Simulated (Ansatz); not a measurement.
```yaml
crystal:
  lattice:
    - [3.41483, 0.00000, 0.00000]
    - [0.00000, 5.59734, 0.00000]
    - [0.00000, 0.00000, 6.01927]
  atoms:
    - { symbol: Li, position: [0.00000, 0.50644, 0.06861] }
    - { symbol: Li, position: [0.50000, 0.49356, 0.56861] }
    - { symbol: Tm, position: [0.00000, 0.96193, 0.72303] }
    - { symbol: Tm, position: [0.50000, 0.03807, 0.22303] }
    - { symbol: H, position: [0.50000, 0.19336, 0.69266] }
    - { symbol: H, position: [0.00000, 0.13736, 0.41650] }
    - { symbol: H, position: [0.50000, 0.83620, 0.52403] }
    - { symbol: H, position: [0.00000, 0.80664, 0.19266] }
    - { symbol: H, position: [0.50000, 0.86264, 0.91650] }
    - { symbol: H, position: [0.50000, 0.41807, 0.23019] }
    - { symbol: H, position: [0.00000, 0.58193, 0.73019] }
    - { symbol: H, position: [0.00000, 0.16380, 0.02403] }
```

Space group Pmn2₁; a generated structure, not necessarily the stable one; changed on purpose from its base cell (volume × 0.97, shape and atoms relaxed); computed without spin polarisation; no Hubbard U on the f states and no spin–orbit coupling.

Level of theory: DFT PBE, scalar-relativistic, plane waves, PAW; 4f electrons in the core of a trivalent norm-conserving potential in Ansatz 0.2.0.

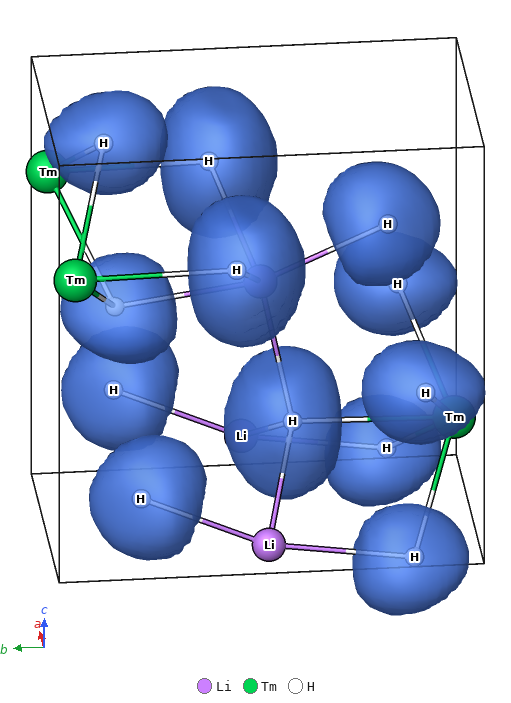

LiTmH₄. Isosurface of the electron localisation function at 0.85 (blue), seen at an oblique angle. Core shells and regions of very low density are left out. Sticks mark near contacts.

In a pseudopotential calculation such maps are meaningful between the atoms, not at the nuclei.

Describe the localisation domains.

The surface consists of eight regions around hydrogen nuclei, counted in one cell of 12 atoms. Regions shared between cells count once.

Values along the shortest contacts:
Li–H (1.84 Å): the ELF climbs to about 1 towards the hydrogen; a hydride-like H with a filled shell, bound largely ionically. Tm–H (2.09 Å): the ELF climbs to about 1 towards the hydrogen (a hydride-like H with a filled shell, bound largely ionically).
